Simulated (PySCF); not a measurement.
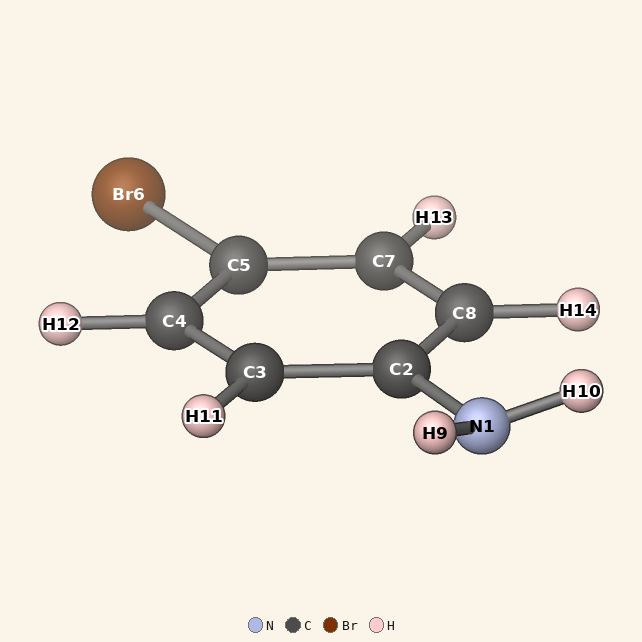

Depth is shown by fading: the farther an atom, the more it takes the colour of the background. The computed structure is the end point of a PBE0-D3(BJ)/def2-TZVP optimisation. No frequency run is at hand to confirm it as a minimum.

How is the 6-membered ring C2–C3–C4–C5–C7–C8 puckered?

It is planar. The Cremer–Pople amplitude Q is 0.00 Å.

Give the torsion angles round the ring, beginning with the bond from its second to its third atom.

0°, 0°, 0°, 0°, 0°, 0°.
